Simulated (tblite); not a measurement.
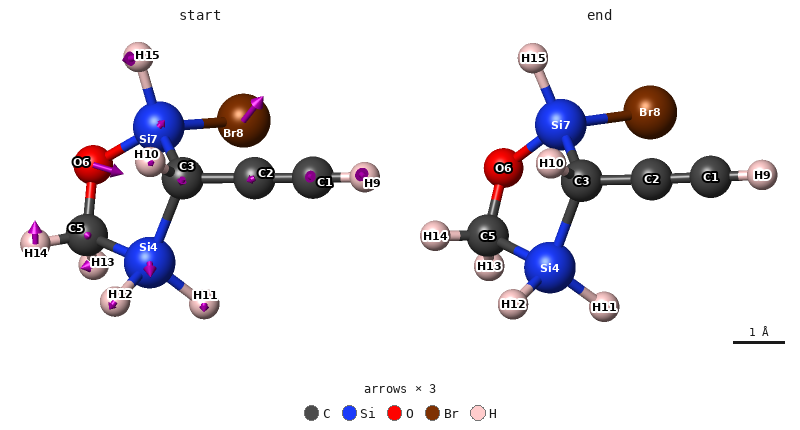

The structure of C4H7BrOSi2 before (left) and after (right) a relaxation, at one scale. The purple arrows give the displacements, magnified 3 times.

A ball-and-stick model, seen at a tilt.

Theory: GFN2-xTB geometry optimisation, gas phase (tblite 0.8.0). 

Describe what moved and what it gained.

Br8 moves most after the best rigid fit: 0.25 Å. By element the largest moves are Br 0.25 Å, O 0.21 Å, H 0.16 Å, Si 0.11 Å, C 0.10 Å. Among the contacts that change: O6–Si7 1.687 → 1.615 Å, Si7–H15 1.491 → 1.448 Å, Si4–H12 1.500 → 1.462 Å, Si4–C5 1.892 → 1.923 Å. Among the angles between lasting bonds that change: C5–O6–Si7 112.6° → 122.1°, C3–Si7–H15 110.2° → 117.7°, Si4–C3–Si7 95.3° → 102.0°. After 66 geometry steps the energy has fallen by 30.0 kJ/mol. The run took 2.3 s on 1 thread of Intel(R) Xeon(R) Processor @ 2.50GHz, with other jobs on the host.
